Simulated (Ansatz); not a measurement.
**HfN: response to strain**

The reference is HfN in the rock salt structure (space group Fm-3m, No. 225; relaxed with 0.1 eV smearing).

```yaml
crystal:
  lattice:
    - [0.00000, 2.25092, 2.25092]
    - [2.25092, 0.00000, 2.25092]
    - [2.25092, 2.25092, 0.00000]
  atoms:
    - { symbol: Hf, position: [0.00000, 0.00000, 0.00000] }
    - { symbol: N, position: [0.50000, 0.50000, 0.50000] }
```

Strains are applied to the cell and any free atomic positions relax.

Level of theory: Ansatz (a quantum-chemistry and plane-wave program), PBEsol, PAW, cutoff 420 eV, scalar-relativistic without spin-orbit coupling.

Notes on the quantities. energy relative to the base: free energy F.

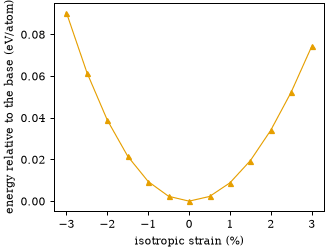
Figure. Energy relative to the base against isotropic strain

### Question
From the plot, what is the energy relative to the base for isotropic strain −2.50 %?

### Answer
About 0.062 eV/atom.

### Question
Is the trend monotonic over the range shown?

### Answer
No, it turns within the range, spanning 0 meV/atom to +90 meV/atom.

No phonon test of stability was made. The final runs are not spin-polarised. An odd electron count without spin: HfN.
